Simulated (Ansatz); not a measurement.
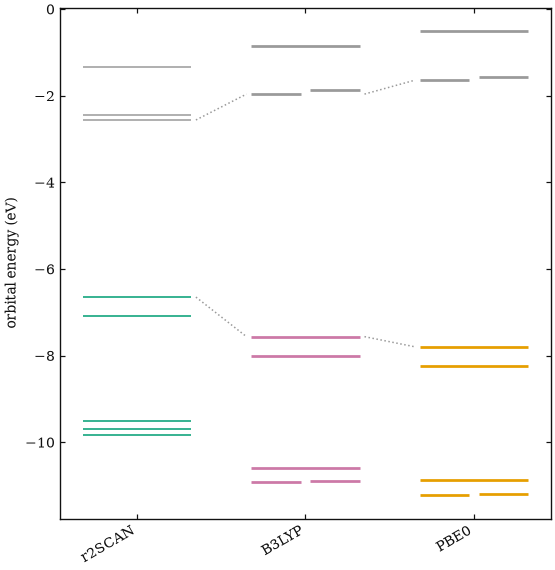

Frontier orbital energies of TiN₂H₄F₂, SMILES [NH2][Ti]([NH2])([F])[F], singlet at one geometry, def2-TZVPP, the Ansatz code 0.2.0, at a PBE0-D4/def2-TZVP geometry (a minimum by its frequencies). Empty levels are grey, levels within 0.1 eV stand side by side; all columns show the same few orbitals around the gap. Dotted lines join the HOMOs and the LUMOs.

**How do the frontier levels move from column to column?**

The separation grows from 4.09 eV (r2SCAN) to 6.16 eV (PBE0).

```
 level  HOMO (eV)  LUMO (eV)  separation (eV)
r2SCAN      −6.65      −2.56             4.09
 B3LYP      −7.56      −1.96             5.60
  PBE0      −7.80      −1.64             6.16
```
